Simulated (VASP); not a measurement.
```
CELL_PARAMETERS angstrom
      0.00000     2.23578     2.23578
      2.23578     0.00000     2.23578
      2.23578     2.23578     0.00000
ATOMIC_POSITIONS crystal
  Nb 0.00000 0.00000 0.00000
  C  0.50000 0.50000 0.50000
```

The numbers are results of optB86b-vdW, VASP's PBE PAW potentials (set 64) (plane waves; VASP 6.6.1), not measurements. Run with 520 eV cut-off, 16×16×16 Γ-centred mesh, tetrahedra with Blöchl corrections, potentials Nb_sv C.

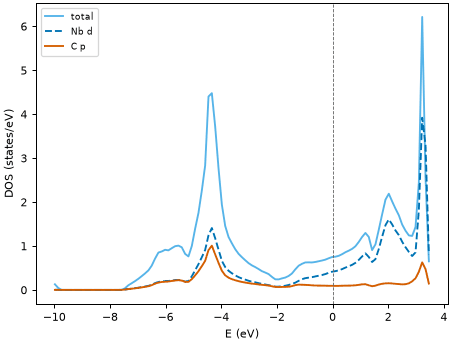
Fig. 1. Total and projected density of states, zero at the Fermi level

Within 2 eV below the Fermi level the largest weight inside VASP's projection spheres is Nb d, then C p.

It has no gap at this level: it comes out as a metal or semimetal.

The compound is NbC in the rock salt structure. It was relaxed first. The electron count is odd and the run is not spin-polarised, which forces a metal.
